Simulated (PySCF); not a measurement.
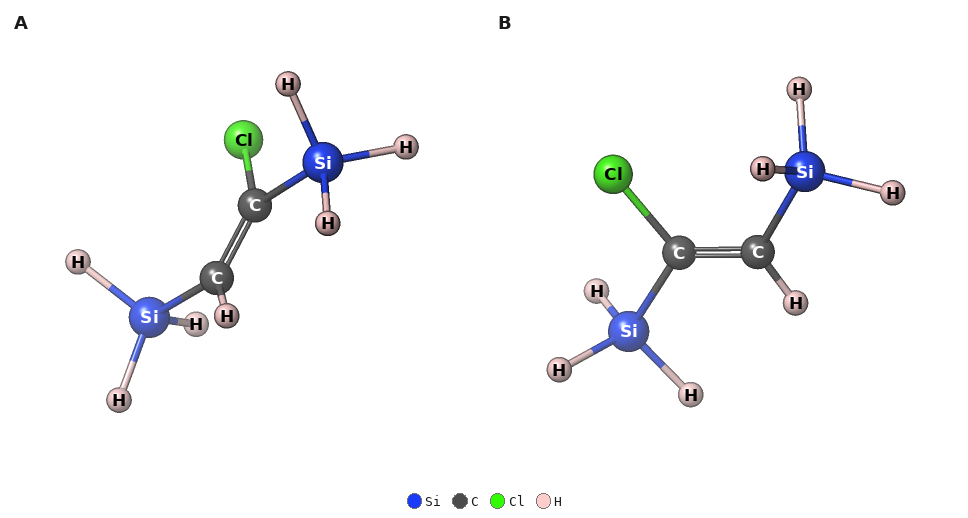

Depth is shown by fading: the farther an atom, the more it takes the colour of the background. Computed geometry: PBE0-D3(BJ)/def2-SVP optimisation. No frequency run is at hand to confirm it as a minimum.

Question: Are A and B the same structure? If not, how do they differ?

Answer: Yes. They are the same structure, C2H7ClSi2 ([SiH3]/C=C(/[SiH3])Cl), seen from two directions. With point group Cs it is achiral, so its mirror image would be the same too.
